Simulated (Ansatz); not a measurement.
The relaxed structure here is a generated cell of Ga2O3: the first start was made by placing the elements on the sites of a structure type, and the end was not matched to a known phase here, so it may be hypothetical. Known forms of Ga2O3 include space group No. 12, 167.

One stationary structure of Ga2O3. Computed with r2SCAN (plane waves to 500 eV, PAW, scalar-relativistic; Ansatz, a quantum-chemistry and plane-wave program).

```xyz
10
Lattice="3.0728 0.0000 0.0000 -1.3237 5.8648 0.0000 -0.0222 -1.5863 5.9265" Properties=species:S:1:pos:R:3 pbc="T T T"
O     -0.2491     2.2615     2.3383
O     -0.2955     1.6464     5.4740
O      1.2373     0.9877     0.2183
O      1.2116     0.2851     3.6640
O      1.1363     4.7940     1.5707
O      1.4167     3.8367     4.2593
Ga    -0.4072     3.8027     1.2529
Ga    -0.1109     2.8613     4.1432
Ga     1.7030     0.7327     1.9648
Ga     2.7333    -0.2028     4.9081
```

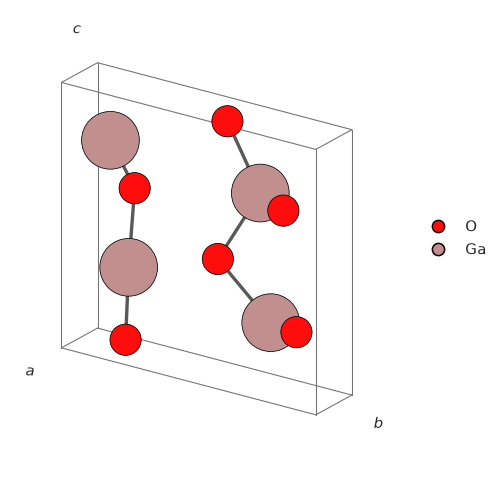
Figure. The conventional cell of the relaxed structure

```json
{
 "volume_per_atom": "10.68 Å³",
 "band_gap": "2.40 eV, indirect (valence top at k = (0, 0.3333, -0.3333), conduction bottom at Γ) (no spin-orbit coupling)",
 "smallest_direct_gap": "2.51 eV at Γ",
 "shortest_distances": "Ga–O 1.80 Å; O–O 2.63 Å; Ga–Ga 2.99 Å",
 "k-mesh": "11×6×6"
}
```

Band energies at high-symmetry points (eV from the VBM; labels of this space group; no spin-orbit coupling), from −5 eV up to 7.4 eV:

```tsv
point	energies
Γ	-4.20 -3.54 -3.09 -2.84 -2.49 -2.29 -2.19 -2.04 -1.47 -1.27 -0.53 -0.44 -0.34 -0.24 -0.10 2.40 6.16 6.91
X	-4.92 -4.43 -3.98 -3.56 -3.06 -2.55 -2.30 -2.24 -1.51 -1.35 -1.21 -0.75 -0.49 -0.29 5.67 6.31 7.39
Y	-4.97 -4.80 -3.49 -3.24 -2.68 -2.51 -2.35 -2.09 -1.83 -1.72 -1.47 -1.35 -0.49 -0.41 -0.32 -0.28 4.36 5.31 7.27
Z	-4.11 -3.39 -3.35 -2.95 -2.45 -2.31 -1.87 -1.66 -1.64 -1.37 -1.33 -0.66 -0.49 -0.38 -0.11 4.81 5.00 6.59 6.81
R2	-4.57 -4.26 -4.12 -3.47 -3.37 -2.87 -2.65 -2.06 -1.86 -1.46 -1.27 -0.82 -0.50 -0.32 6.26 7.13
T2	-4.92 -4.22 -4.13 -2.76 -2.65 -2.55 -2.34 -1.74 -1.49 -1.14 -0.93 -0.52 -0.33 -0.17 -0.05 4.99 5.41 6.59 6.78
U2	-4.49 -4.19 -4.09 -3.45 -3.16 -2.85 -2.46 -2.16 -1.46 -1.34 -1.29 -0.77 -0.42 -0.18 5.59 6.08 7.08
V2	-4.88 -4.11 -4.03 -3.88 -3.62 -3.01 -2.55 -2.36 -1.63 -1.29 -1.18 -0.96 -0.49 -0.14 6.45 7.37
```

No spin polarisation in the result.

It was reached from a disturbed copy of a R32 (No. 155) cell, against which it lies -225 meV/atom.
